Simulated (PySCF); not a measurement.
Run report: Al2Br2Cl4, excited-state calculation

System: Al2Br2Cl4.
Method: TDDFT wB97X-D/def2-SVPD, vertical, gas phase, core orbitals frozen in the response (PySCF 2.14.0).

The geometry comes from this level: PBE0-D3(BJ)/def2-SVP. It belongs to a series of runs on one base structure; here: bridge Br.

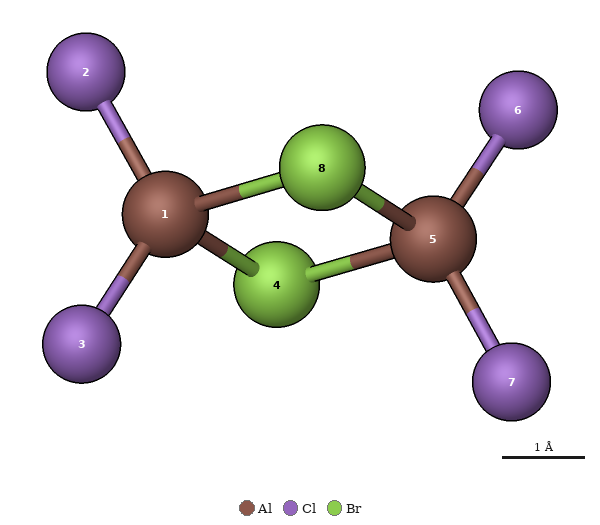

Figure 1. The structure as given in the input (ball-and-stick view, seen at a tilt; atoms are numbered from 1 in the order of the input). Sticks mark near contacts. Bond lengths as drawn: Al–Br 2.43 Å and Al–Cl 2.08 to 2.09 Å.

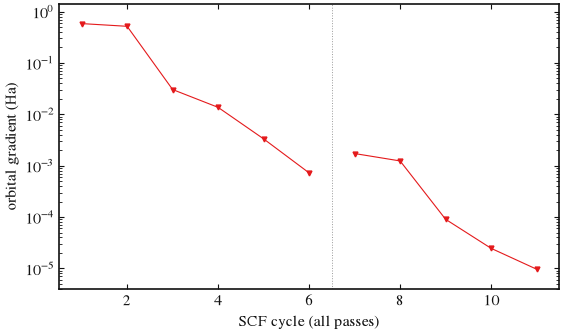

Figure 2. Convergence of the self-consistent field: orbital gradient against the SCF cycle. The dotted line marks the change from a coarse to the final integration grid. The first 6 cycles use a coarse grid, the final grid takes over at cycle 7, and the field converges after 11 cycles in all.

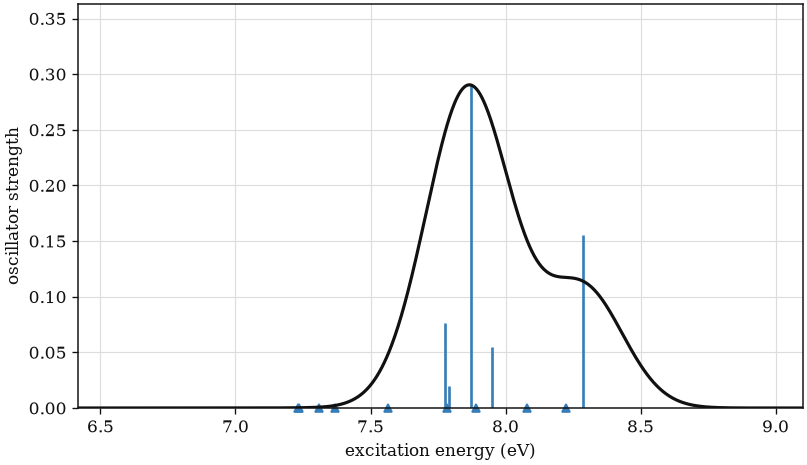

Figure 3. Computed excitations as sticks (degenerate states added up, dark ones marked on the axis), with a Gaussian envelope of 0.35 eV full width at half maximum, scaled to the tallest. Of the 15 states the lowest lies at 7.23 eV (f = 0.000); the strongest line is at 7.87 eV, or 157 nm (f = 0.290).

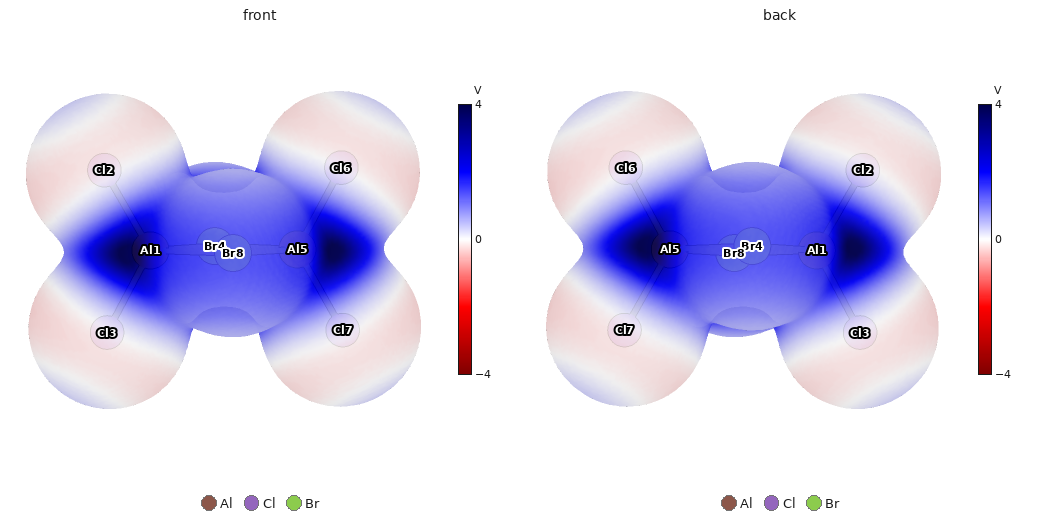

Figure 4. The molecular electrostatic potential painted on the density surface at 0.004 e/bohr³, seen face on and from behind; the colour scale runs from red (negative) to blue (positive). Its dipole moment is zero.

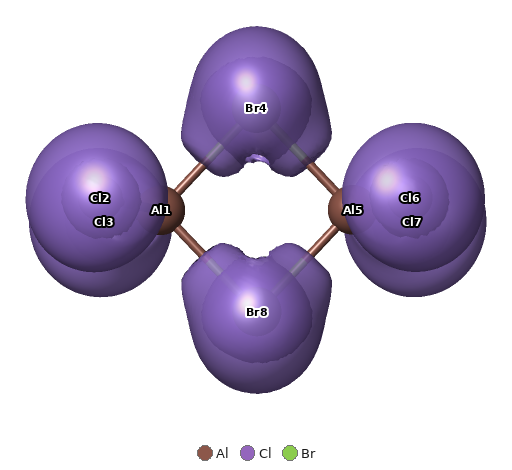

Figure 5. Isosurface of the electron localisation function at 0.75 (purple), seen from the side. Only the valence region is drawn (cores and ρ < 0.01 e/Å³ removed). Profiles from the grid: Al–Cl (2.08 Å): the ELF peaks at about 0.90 in the valence shell of Cl, 0.9 Å from its nucleus, and is about 0.85 at the midpoint. Al–Br (2.43 Å): the ELF peaks at about 0.90 in the valence shell of Br, 1.2 Å from its nucleus, and is about 0.90 at the midpoint.

The input that produced these results follows, with the program's output.

Input file:
```
{"job": {"kind": "uv", "xc": "wB97X-D", "basis": "def2-SVPD", "ip": false, "nstates": 15}, "charge": 0, "multiplicity": 1}
Al     1.385801     0.589188    -0.734074
Cl     1.643500     2.651024    -0.916899
Cl     2.809172    -0.769872    -1.421237
Br     0.825563     0.038863     1.562296
Al    -1.351628    -0.610039     0.712841
Cl    -2.783810     0.736563     1.408845
Cl    -1.592792    -2.675526     0.885144
Br    -0.797566    -0.045852    -1.580626
```

The first line tells a small driver script what to run in PySCF; the rest is the geometry in Å.

Command:
```bash
OMP_NUM_THREADS=1 python <driver script> task.json out
```

The program's output:
```
coarse grid: 52632 points
cycle   1  E = -7473.0919508404  dE = -1.291e+00  |g| = 5.839e-01  |ddm| = 4.085e+00
cycle   2  E = -7473.1298213333  dE = -3.787e-02  |g| = 5.170e-01  |ddm| = 2.549e+00
cycle   3  E = -7473.2044733938  dE = -7.465e-02  |g| = 3.037e-02  |ddm| = 8.958e-01
cycle   4  E = -7473.2048869981  dE = -4.136e-04  |g| = 1.366e-02  |ddm| = 1.439e-01
cycle   5  E = -7473.2049344633  dE = -4.747e-05  |g| = 3.326e-03  |ddm| = 3.030e-02
cycle   6  E = -7473.2049379104  dE = -3.447e-06  |g| = 7.234e-04  |ddm| = 1.010e-02
final grid: 96912 points
cycle   7  E = -7473.2039604294  dE = -1.496e-06  |g| = 1.723e-03  |ddm| = 8.172e-03
cycle   8  E = -7473.2039607092  dE = -2.798e-07  |g| = 1.237e-03  |ddm| = 3.962e-03
cycle   9  E = -7473.2039609930  dE = -2.838e-07  |g| = 9.039e-05  |ddm| = 1.611e-03
cycle  10  E = -7473.2039609954  dE = -2.401e-09  |g| = 2.459e-05  |ddm| = 2.279e-04
cycle  11  E = -7473.2039609957  dE = -3.292e-10  |g| = 9.647e-06  |ddm| = 7.669e-05
converged SCF energy = -7473.2039609957

Static polarisability (au): isotropic 135.485, principal 122.455 133.149 150.852

Singlet excitations
state   eV       nm        f      main configurations
  1   7.2300    171.5   0.00000   H-1->L+1 0.78, H-9->L+1 0.10
  2   7.2357    171.4   0.00000   H->L+1 0.69, H-2->L 0.19
  3   7.3074    169.7   0.00018   H->L 0.63, H-2->L+1 0.22
  4   7.3701    168.2   0.00000   H-1->L 0.71, H-4->L+1 0.13
  5   7.5665    163.9   0.00000   H-3->L 0.60, H-6->L+1 0.26
  6   7.7746    159.5   0.07611   H-3->L+1 0.58, H-6->L 0.14, H-4->L 0.10
  7   7.7821    159.3   0.00009   H-2->L 0.44, H-8->L+1 0.30
  8   7.7920    159.1   0.02015   H-4->L 0.42, H-9->L+1 0.24, H-3->L+1 0.14
  9   7.8732    157.5   0.29042   H-5->L 0.50, H-7->L+1 0.33
 10   7.8908    157.1   0.00132   H-5->L+1 0.45, H-7->L 0.40
 11   7.9482    156.0   0.00039   H->L+2 0.35, H-4->L+1 0.27, H-9->L 0.24
 12   7.9492    156.0   0.05424   H-2->L+1 0.49, H-8->L 0.16, H-1->L+2 0.12
 13   8.0812    153.4   0.00001   H-6->L+1 0.46, H-10->L+1 0.29, H-3->L 0.15
 14   8.2240    150.8   0.00001   H->L+2 0.42, H-4->L+1 0.21, H-9->L 0.08
 15   8.2878    149.6   0.15511   H-6->L 0.58, H-3->L+1 0.16

Triplet excitations (Tamm-Dancoff, eV): 6.9992 7.0134 7.0292 7.0980
```

Key numbers:

| quantity | value |
| --- | --- |
| outcome | converged |
| total energy | −7473.203961 hartree |
| HOMO | −11.25 eV |
| LUMO | 0.21 eV |
| dipole moment | 0.02 D |
| mean polarisability | 135.49 a.u. |
| lowest singlet excitation | 7.23 eV |
| hardware | 1 CPU thread, shared host |
| wall time | 2.2 min |
| peak memory | 1.3 GiB |

Notes:

Spin–orbit coupling is left out, which matters for the heavy atoms.
